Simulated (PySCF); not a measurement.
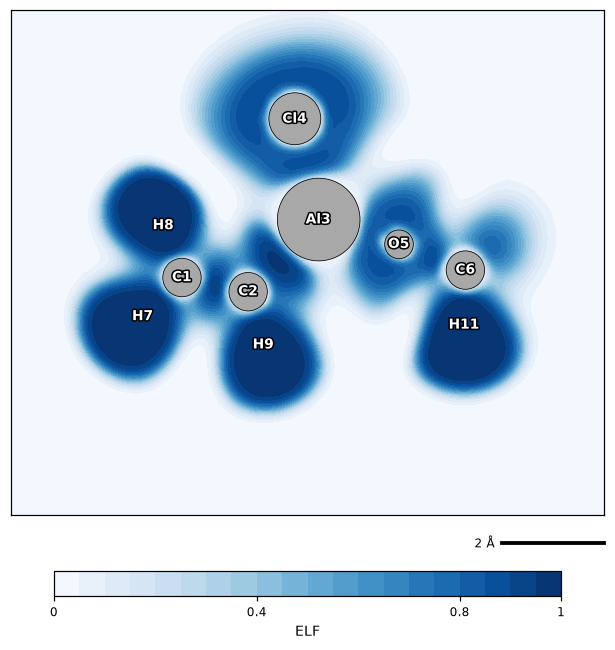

The picture shows: C$_{3}$H$_{6}$AlClO (SMILES C=[CH][Al]([Cl])[O]C). Electron localisation function on the plane of atoms C1, C2 and H9. Grey discs cover the atomic cores.

Geometry: GFN2-xTB.

Computed with PySCF 2.14.0, PBE0/pcSseg-1, SCF density, gas phase, non-relativistic.

```yaml
atoms:
  - { symbol: C, position_ang: [2.8421, -0.3948, 0.1398] }
  - { symbol: C, position_ang: [1.5389, -0.6102, 0.0000] }
  - { symbol: Al, position_ang: [0.1858, 0.7631, 0.4518] }
  - { symbol: Cl, position_ang: [0.6946, 2.5929, 1.1782] }
  - { symbol: O, position_ang: [-1.3980, 0.3695, 0.2132] }
  - { symbol: C, position_ang: [-2.7095, -0.0534, -0.0210] }
  - { symbol: H, position_ang: [3.5899, -1.1385, -0.1048] }
  - { symbol: H, position_ang: [3.2232, 0.5455, 0.5111] }
  - { symbol: H, position_ang: [1.2128, -1.5764, -0.3786] }
  - { symbol: H, position_ang: [-3.1288, 0.4888, -0.8718] }
  - { symbol: H, position_ang: [-2.7241, -1.1237, -0.2401] }
  - { symbol: H, position_ang: [-3.3257, 0.1366, 0.8608] }
```

**Interpret the plot.**

The section cuts through C, Al, Cl, O and H sites.
C–C (1.33 Å): the ELF peaks at about 0.95 between the atoms (a short, multiple covalent bond).
C–O (1.40 Å): the ELF peaks at about 0.90 between the atoms, as expected for a polar covalent bond.
Al–O (1.65 Å): the ELF peaks at about 0.85 in the valence shell of O, 0.6 Å from its nucleus, and is about 0.25 at the midpoint.
C–Al (1.98 Å): the ELF peaks at about 0.95 between the atoms; a polar covalent bond.
Al–Cl (2.03 Å): the ELF peaks at about 0.85 in the valence shell of Cl, 0.9 Å from its nucleus, and is about 0.80 at the midpoint.
The ELF also peaks beside O5 and Cl4, away from the bonds: lone-pair regions.
